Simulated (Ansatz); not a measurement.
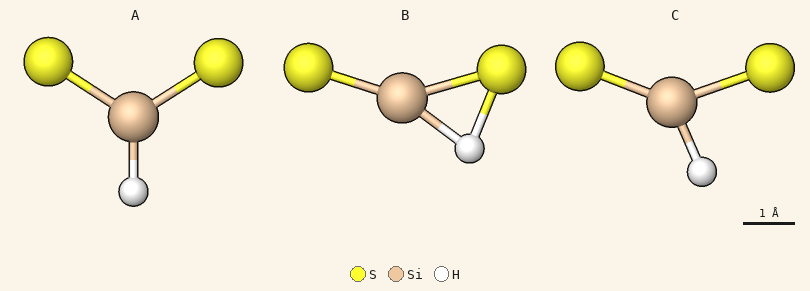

3 geometries from a converged minimum-energy path of SiHS₂ (multiplicity 2), shuffled. Style: ball-and-stick. Shown face on.

All numbers below come from UKS r2SCANh-D4/6-31G* in Ansatz. Set-up: 7 movable images; climbing image; force threshold 0.05 eV/Å; iteration limit 60; starting path through a guess of the saddle point.

> Which frame is the transition state?

B. In order along the path, whose images run from 0 to 8: A (image 0, 0.0 kJ/mol), C (image 2, +34.1 kJ/mol), B (image 4, +115.7 kJ/mol). A hydrogen atom shifts from one atom to another. Breaking: H–Si (1.48 → 2.64 Å). Forming: H–S (3.07 → 1.35 Å).

The run took 2.9 min on 2 threads of Arm Neoverse V1, with other jobs on the host, peak memory 0.2 GiB.
